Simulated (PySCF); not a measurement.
Vertical excitations of a molecule C4H12Ge from TDA-LC-ωPBE/def2-SVPD in PySCF 2.14.0, as energy in eV (oscillator strength): 7.98 (0.010), 8.71 (0.005), 8.71 (0.005), 8.75 (0.642), 9.19 (0.075), 9.19 (0.075). Lowest triplet (TDA): 7.35 eV. Geometry optimised at PBE0-D3(BJ)/def2-SVP. One conformer was computed; it need not be the lowest.

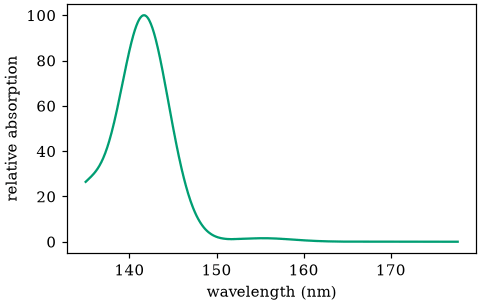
Fig. 1. The lines broadened by 0.4 eV.

Task: Which molecule gave these data?
A) C[CH2][GeH]([CH3])[CH3]
B) CC[C@H](C)[GeH3]
C) CC[CH2][GeH2][CH3]
D) C[C](C)(C)[GeH3]

Result: D, C[C](C)(C)[GeH3]
